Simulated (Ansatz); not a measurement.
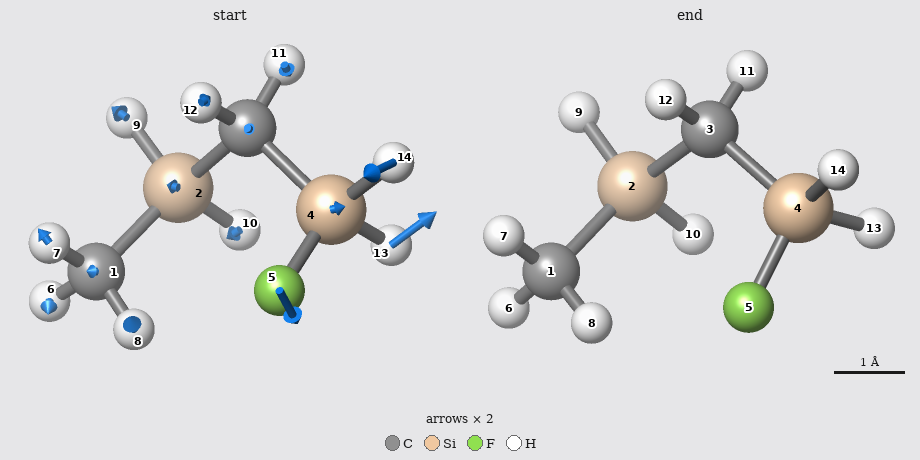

The structure of C2H9FSi2 (coarse preliminary run) before (left) and after (right) a relaxation, at one scale. The blue arrows give the displacements, magnified 2 times.

A ball-and-stick model, seen from a free direction.

The start comes from a force field.

The calculation used Ansatz 0.2.0, RKS PBE-D4/def2-SVP. (force threshold 0.03 eV/Å; at most 200 steps)

> Summarise the run.

The energy falls by 0.386 eV in 11 accepted moves (12 points after the start). The largest force component goes from 1.8 to 0.026 eV/Å. The line search rejected the trial step at point 4 of the run. F5 moves most after the best rigid fit: 0.44 Å. Largest moves by element: F 0.44 Å, H 0.43 Å, Si 0.11 Å, C 0.09 Å. Some distances before and after: Si2–H9 1.429 → 1.508 Å, Si4–F5 1.583 → 1.652 Å, C3–Si4 1.814 → 1.872 Å, C1–Si2 1.834 → 1.886 Å. Bond angles that change, for instance: Si2–C3–Si4 108.2° → 114.6°, F5–Si4–H13 111.8° → 107.4°, H13–Si4–H14 105.8° → 110.2°. The run took roughly 40 core-seconds on a shared host.
